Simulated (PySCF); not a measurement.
# CF (SMILES [C]F): U-wB97X/cc-pVTZ

What is the vertical doublet–quartet gap of CF at U-wB97X/cc-pVTZ? 

Program for the calculation: PySCF 2.14.0.

6 further runs of the same task are left out: 6 set aside as unsound or not needed.

## 1. The molecule

CF: 2 atoms, total charge 0, spin state doublet. As SMILES, `[C]F`. The shape is that of a PBE0-D4/def2-TZVP optimisation.

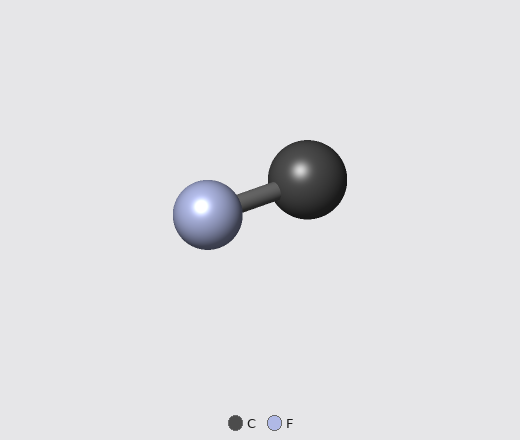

Viewed from a chosen angle; carbon dark grey, fluorine light blue.

## 2. The energy at U-wB97X/cc-pVTZ

Input file input.py:

```python
from pyscf import gto, dft

mol = gto.Mole()
mol.atom = '''
C        0.000000       0.000000       0.003080
F        0.000000       0.000000       1.271320
'''
mol.max_memory = 1860
mol.charge = 0
mol.verbose = 4
mol.spin = 1
mol.basis = 'cc-pvtz'
mol.build()

mf = dft.UKS(mol, xc='wb97x')
mf.conv_tol = 1e-10
mf.grids.level = 5
mf.kernel()
if not mf.converged:
    mf = mf.newton().run(mf.mo_coeff, mf.mo_occ)

e_final = mf.e_tot
print('E = %.10f Eh' % e_final)
```

On the command line:

```bash
$ OMP_NUM_THREADS=1 python input.py
```

The log of the run:

```text
PySCF version 2.14.0

[INPUT] num. atoms = 2
[INPUT] num. electrons = 15
[INPUT] charge = 0
[INPUT] spin (= nelec alpha-beta = 2S) = 1
[INPUT] symmetry False subgroup None
[INPUT] Mole.unit = angstrom
[INPUT] Symbol           X                Y                Z      unit          X                Y                Z       unit  Magmom
[INPUT]  1 C      0.000000000000   0.000000000000   0.003080000000 AA    0.000000000000   0.000000000000   0.005820356464 Bohr   0.0
[INPUT]  2 F      0.000000000000   0.000000000000   1.271320000000 AA    0.000000000000   0.000000000000   2.402446616682 Bohr   0.0

nuclear repulsion = 22.5316733344477
number of shells = 18
number of NR pGTOs = 84
number of NR cGTOs = 60
basis = cc-pvtz
ecp = {}

******** <class 'pyscf.dft.uks.UKS'> ********
method = UKS
initial guess = minao
damping factor = 0
level_shift factor = 0
DIIS = <class 'pyscf.scf.diis.CDIIS'>
diis_start_cycle = 1
diis_space = 8
diis_damp = 0
SCF conv_tol = 1e-10
SCF conv_tol_grad = None
SCF max_cycles = 50
direct_scf = True
direct_scf_tol = 1e-13
number electrons alpha = 8  beta = 7
XC library pyscf.dft.libxc version 7.0.0
    S. Lehtola, C. Steigemann, M. J.T. Oliveira, and M. A.L. Marques.,  SoftwareX 7, 1–5 (2018)
XC functionals = wb97x
radial grids:
    Treutler-Ahlrichs [JCP 102, 346 (1995); DOI:10.1063/1.469408] (M4) radial grids

becke partition: Becke, JCP 88, 2547 (1988); DOI:10.1063/1.454033
pruning grids: <function nwchem_prune>
grids dens level: 5
symmetrized grids: False
atomic radii adjust function: <function treutler_atomic_radii_adjust>
small_rho_cutoff = 0
Set gradient conv threshold to 1e-05
tot grids = 86856
init E= -137.828753001501

[... the frontier-level lines of each cycle are left out ...]



cycle= 1 E= -137.764471670444  delta_E= 0.0643  |g|= 0.296  |ddm|= 0.878
cycle= 2 E= -137.76829905175  delta_E= -0.00383  |g|= 0.329  |ddm|= 0.257
cycle= 3 E= -137.798658368303  delta_E= -0.0304  |g|= 0.0461  |ddm|= 0.117
cycle= 4 E= -137.799367742296  delta_E= -0.000709  |g|= 0.00882  |ddm|= 0.0262
cycle= 5 E= -137.79947752128  delta_E= -0.00011  |g|= 0.00231  |ddm|= 0.0173
cycle= 6 E= -137.799487105526  delta_E= -9.58e-06  |g|= 0.000723  |ddm|= 0.0051
cycle= 7 E= -137.799487907166  delta_E= -8.02e-07  |g|= 0.000204  |ddm|= 0.0012
cycle= 8 E= -137.799487987409  delta_E= -8.02e-08  |g|= 6.52e-05  |ddm|= 0.000301
cycle= 9 E= -137.799487997094  delta_E= -9.68e-09  |g|= 1.57e-05  |ddm|= 0.000114
cycle= 10 E= -137.799487997675  delta_E= -5.81e-10  |g|= 3.93e-06  |ddm|= 3.11e-05
cycle= 11 E= -137.799487997702  delta_E= -2.7e-11  |g|= 8.62e-07  |ddm|= 6.93e-06
Extra cycle  E= -137.799487997703  delta_E= -1.11e-12  |g|= 4.79e-07  |ddm|= 1.34e-06
converged SCF energy = -137.799487997703  <S^2> = 0.75397361  2S+1 = 2.0039697
E = -137.7994879977 Eh
```

It took 6 s on 1 thread of Arm Neoverse V2, shared host; peak memory 0.29 GiB.

## 3. The quartet at the same level

Input file job.py:

```python
from pyscf import gto, dft

mol = gto.M(
    atom=[
    ('C', (-0.000000, 0.000000, 0.003080)),
    ('F', (0.000000, -0.000000, 1.271320)),
],
    verbose=3,
    charge=0,
    max_memory=1860,
    basis='cc-pvtz',
    spin=3,
)

mf = dft.UKS(mol, xc='wb97x')
mf.grids.level = 5
mf.conv_tol = 1e-10
mf.kernel()
if not mf.converged:
    mf = mf.newton().run(mf.mo_coeff, mf.mo_occ)

energy = mf.e_tot
print(f'total energy: {energy:.8f} hartree')
```

On the command line:

```bash
$ OMP_NUM_THREADS=1 python job.py
```

The log of the run:

```text
WARN: HOMO -0.0582025856576288 >= LUMO -0.40978784418971

converged SCF energy = -137.662825258725  <S^2> = 3.754141  2S+1 = 4.00207
total energy: -137.66282526 hartree
```

Run time: 6.3 s. Hardware: 1 thread of Arm Neoverse V2, shared host; peak memory 0.29 GiB.

## 4. Summary of results

At U-wB97X/cc-pVTZ:

```
                                        quantity          value
                           doublet: total energy  -137.79949 Eh
                          doublet: dipole moment         0.80 D
     doublet: HOMO energy (highest over α and β)       -8.62 eV
      doublet: LUMO energy (lowest over α and β)       -0.07 eV
                                   doublet: ⟨S²⟩          0.754
                           quartet: total energy  -137.66283 Eh
                          quartet: dipole moment         0.46 D
     quartet: HOMO energy (highest over α and β)       -9.10 eV
      quartet: LUMO energy (lowest over α and β)       -4.69 eV
                                   quartet: ⟨S²⟩          3.754
vertical energy of the quartet above the doublet       3.719 eV
```

At this shape the quartet lies 3.72 eV (359 kJ/mol) above the doublet.
